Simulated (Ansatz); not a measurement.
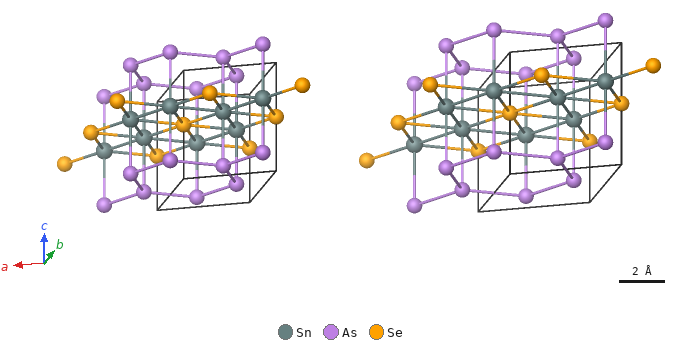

Two geometries of crystalline Sn₂As₂Se (a generated structure, set up in P6/mmm) (coarse preliminary run), drawn at one scale. One is the start of a relaxation, the other its converged end. The picture is a ball-and-stick view of the cell of the calculation, repeated 2 × 2 × 1 with one cell outlined, seen from a free direction.

Level of theory: DFT PBE, scalar-relativistic, plane waves, PAW in Ansatz. Set-up: plane-wave cutoff 420 eV; k-point mesh 6 × 6 × 4; occupations gaussian; smearing width 0.1 eV; no spin polarisation; cell and atoms relaxed; force threshold 0.04 eV/Å; at most 70 steps.

Which one is relaxed?

The right one is the relaxed one. The atoms keep their places relative to the cell (all moves are under 0.005 Å). The drawn cell changes as follows: a = b 4.292 → 5.170 Å (+20.5 %), c 5.191 → 5.837 Å (+12.5 %); the volume changes by +63.2 %. Near-neighbour distances that change, for instance: As–As 2.478 → 2.985 Å, Se–Sn 2.478 → 2.985 Å, Sn–Sn 2.478 → 2.985 Å, As–Sn 2.595 → 2.919 Å. The space group stays P6/mmm (No. 191). Over 7 accepted moves (9 points after the start) the energy falls by 1807 meV per atom. All forces vanish by symmetry, so only the cell relaxes. The pressure goes from 82.00 to 0.02 GPa. The SCF was repeated twice at an unchanged geometry on a basis and grid sized afresh for the cell, which shifted the energy by 31.2 meV per atom at most.
